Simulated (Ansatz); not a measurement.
**CH4Si (SMILES C=[SiH2]): a rigid scan of the bond length Si2–H6**

Aim: the energy along the bond length Si2–H6, from CCSD(T) and from cheaper methods, relative to the minimum. No other atom is relaxed.

The runs use Ansatz 0.2.0, Gaussian basis; single points in def2-TZVPP.

Levels: PBE-D4, r2SCAN-D4, PBE0-D4, B3LYP-D4, wB97M-V, Hartree-Fock, MP2, CCSD, CCSD(T). The scan takes 1.301, 1.352, 1.428, 1.516, 1.613, 1.718, 1.830, 1.947, 2.069 Å.

Cores are frozen in the correlated methods. B3LYP uses VWN-RPA correlation.

35 further runs of the same task are left out: 35 set aside as unsound or not needed.

### Step 1. The system as given

The minimum, relaxed at PBE0-D4: SMILES `C=[SiH2]`, 6 atoms, charge 0, spin multiplicity 1.

Atoms are counted from 1 here; the program's logs count them from 0.

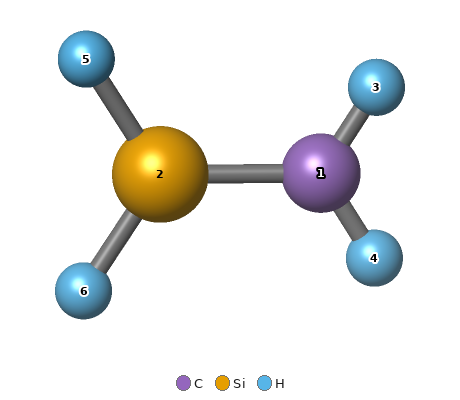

As it starts; carbon purple, silicon amber, hydrogen blue; atoms are numbered from 1 in the order of the file.

Geometry (Å):

```tsv
atom	x (Å)	y (Å)	z (Å)
C1	-0.71290	-0.52769	-0.25535
Si2	0.59911	0.44347	0.21458
H3	-1.38476	-0.97784	0.46616
H4	-0.93197	-0.73699	-1.29594
H5	0.90921	0.73474	1.63024
H6	1.52130	1.06429	-0.75970
```

Energies of the minimum (eV), from earlier single points: PBE-D4 -8973.11622, r2SCAN-D4 -8977.28293, PBE0-D4 -8974.00005, B3LYP-D4 -8979.67046, wB97M-V -8977.32652, CCSD(T) -8964.13820.

At the minimum the bond length Si2–H6 is 1.478 Å.

### Step 2. Si2–H6 = 1.301 Å

The input, ccsdt-tzvpp/in.yaml:

```yaml
crystal:
  periodic: [false, false, false]
  atoms:
    - {symbol: C, position_ang: [-0.712900, -0.527688, -0.255346]}
    - {symbol: Si, position_ang: [0.599114, 0.443473, 0.214584]}
    - {symbol: H, position_ang: [-1.384763, -0.977839, 0.466164]}
    - {symbol: H, position_ang: [-0.931969, -0.736985, -1.295938]}
    - {symbol: H, position_ang: [0.909212, 0.734745, 1.630241]}
    - {symbol: H, position_ang: [1.410754, 0.989870, -0.642908]}
basis:
  gaussian: {orbitals: def2-TZVPP}
correlation: {method: ccsd_t}
```

The command line of these runs was not kept.

After this run come: Si2–H6 = 1.352 Å; Si2–H6 = 1.428 Å; Si2–H6 = 1.516 Å; Si2–H6 = 1.613 Å; Si2–H6 = 1.718 Å; Si2–H6 = 1.830 Å; Si2–H6 = 1.947 Å; Si2–H6 = 2.069 Å.

Q: Predict the outcome of this session. Wanted: highest point, CCSD(T); lowest point, CCSD(T); minimum along the scan, CCSD(T); RMS deviation from CCSD(T); largest T1 diagnostic.

The runs gave:

| quantity | value |
| --- | --- |
| highest point, CCSD(T) | 35.4 kcal/mol at 2.069 Å |
| lowest point, CCSD(T) | 0.0 kcal/mol at 1.478 Å |
| minimum along the scan, CCSD(T) | 1.473 Å |
| curvature there | 18.9 eV/Å² |
| RMS deviation from CCSD(T) | PBE-D4 1.9, r2SCAN-D4 0.5, PBE0-D4 0.4, B3LYP-D4 0.3, wB97M-V 0.7, Hartree-Fock 2.3, MP2 1.3, CCSD 0.4 kcal/mol |
| largest T1 diagnostic | 0.016 |

**Reading.** A polynomial through the near points puts the CCSD(T) minimum 0.005 Å below the PBE0-D4 value. The well is lopsided: squeezing costs more than stretching by the same length. Curvature against CCSD(T): PBE-D4 -8 %, Hartree-Fock +7 %. B3LYP-D4 follows the CCSD(T) curve best and Hartree-Fock worst. The restricted Hartree–Fock reference is unstable towards an unrestricted one at one or more of these structures.
